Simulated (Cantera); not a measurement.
Input: 1 mol MgCO3, 0.12 mol SO2, 9.1 mol H2O, equilibrated at 75.0 Torr.

Method: chemical equilibrium by Gibbs-energy minimisation in Cantera with the NASA 1993 tables (ideal gas, pure condensed phases). Candidate condensed phases: C, C6H6, C7H8, C8H18, H2O, H2SO4, Mg, MgCO3, MgO, Mg(OH)2, MgS, MgSO4, S; 130 gas species. Rates play no part.

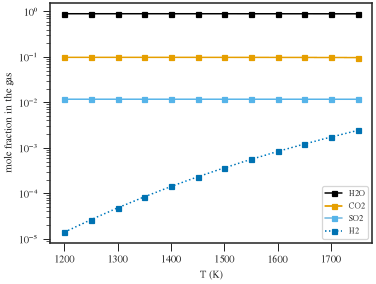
*Equilibrium gas composition (values under 1e-9 drawn at 1e-9)*

Q: Read off the mole fractions at 1400 K.

A: H2O about 0.89, CO2 about 0.098, SO2 about 0.012, H2 about 0.00014.
